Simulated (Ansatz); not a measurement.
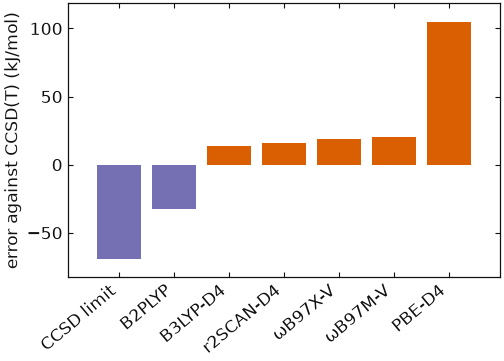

Error in the electronic atomisation energy (method less reference, so positive means overbinding) of C₂H₆AlNO (imidic-acid tautomer), SMILES C/C(O)=[N]\[AlH2], singlet: functionals in def2-TZVPP against frozen-core CCSD(T) at the limit (MP2 extrapolated from triple and quadruple zeta, plus CCSD(T) less MP2 in a smaller set), which gives 4098.3 kJ/mol, at a PBE0-D4/def2-TZVP geometry (no frequency check), no zero-point or spin-orbit term, the Ansatz code. The reference leaves out core correlation, a term that grows with the number of heavy atoms. B2PLYP holds a correlation term that converges slowly with the basis, so part of the distance to the limit is basis error. No dispersion term is added to B2PLYP. Limit means the basis limit.

Which of these levels overbind, and which underbind?

Answer. Overbind: PBE-D4. Underbind: CCSD limit and B2PLYP. Within 25 kJ/mol of zero, too close to call in view of what the reference leaves out: B3LYP-D4, r2SCAN-D4, ωB97X-V and ωB97M-V.

What range do the values span?

Answer. From −69.0 kJ/mol (CCSD limit) to 104.6 kJ/mol (PBE-D4).
